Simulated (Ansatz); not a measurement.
The starting structures come from a database of crystals and need not be the phases stable at ambient conditions.

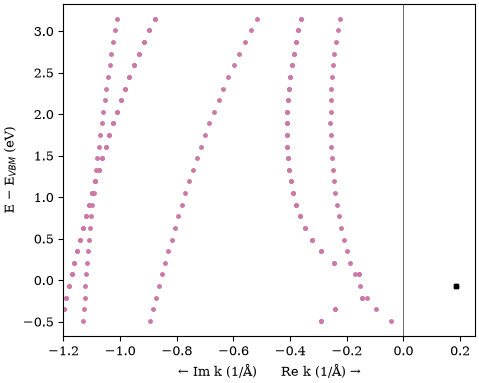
*Complex bands at the centre of the two-dimensional zone; Ansatz (a program for electronic structure) with r2SCAN*

The gap is the functional's own, uncorrected, and κ follows it; spin-orbit coupling is left out. Mid-gap values are interpolated between the computed energies.

### Question
This is LuSF (R-3m, not sure to be the ambient phase, 6 atoms a cell, 18.2 Å³ an atom, 2 GPa at this level) along the normal of (001). Read off the slowest decay at the centre of the two-dimensional zone at 1.47 eV, the computed energy nearest the middle of the gap.

### Answer
κ ≈ 0.25 1/Å, a decay length 1/(2κ) of the density of 2.0 Å.
